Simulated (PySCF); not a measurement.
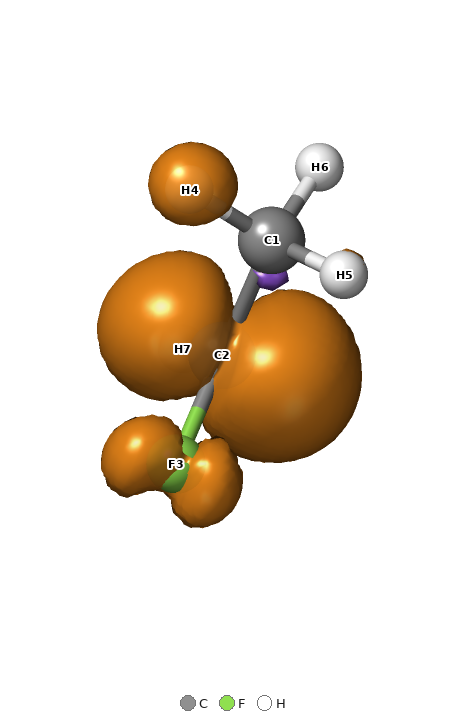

The picture shows: C2H4F (doublet). Isosurfaces of the spin density at +0.04 (orange) and −0.04 e/Å³ (purple), seen at an oblique angle.

Geometry: GFN2-xTB.

Theory: PySCF 2.14.0, density-fitted response routines, UKS B3LYP, pcH-1 on C F H, non-relativistic, mean-field spin-orbit, GIAO.

| atom | x (Å) | y (Å) | z (Å) |
| --- | --- | --- | --- |
| C | -0.6442 | -0.0084 | -0.0594 |
| C | 0.8234 | -0.0898 | -0.0904 |
| F | 1.5113 | 1.0349 | 0.1961 |
| H | -1.0252 | 0.1394 | 0.9600 |
| H | -0.9891 | 0.8402 | -0.6517 |
| H | -1.0692 | -0.9268 | -0.4535 |
| H | 1.3964 | -0.9846 | 0.0718 |

Question: Describe the spin distribution.

Answer: The unpaired spin (1 electron) lies mostly on C2 (about 0.7) and F3 (about 0.1), in electrons by Hirshfeld's partition.
